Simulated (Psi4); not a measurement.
## SiH4: geometry relaxation (part 3 of 3)

Continued. System: SiH4, SMILES [H][Si]([H])([H])[H]. Method: B97-3c/def2-mTZVP, RKS (Psi4 1.11). The geometry comes from this level: GFN2-xTB.

Geometry of the input (Å):
```
Si 0.0001  -0.0000  0.0001
H  0.0113  -0.0194  1.4609
H  1.3735  0.0113  -0.4978
H  -0.6966  1.1967  -0.4657
H  -0.6882  -1.1885  -0.4975
```

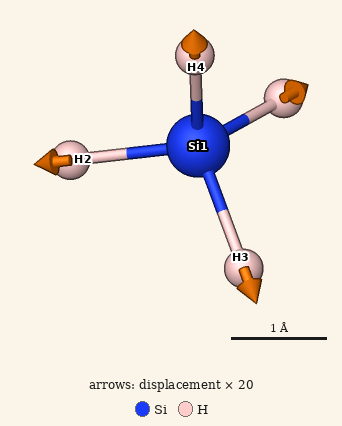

*The starting structure with the displacements as orange arrows, magnified 20 times (ball-and-stick view, seen at a tilt). The two geometries are laid on each other by the best rigid fit.*

The energy falls by 0.016 eV in 1 geometry step. Largest force component: 0.39 eV/Å at the start, 0.0075 eV/Å at the end. The largest moves after the best rigid fit, 0.022 Å, are those of H2, H3, H4 and H5. Si stays in place. Among the contacts that change: Si1–H2 1.461 → 1.482 Å. (Atoms are counted from 1 in the order of the input.)

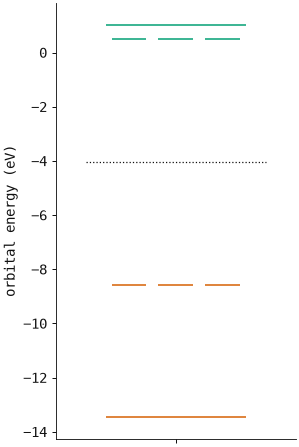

*Orbital energies near the frontier; the dotted line parts filled from empty levels, and levels within 0.02 eV of each other stand side by side.*

Highest filled −8.58 eV, lowest empty 0.51 eV, 9.09 eV apart.
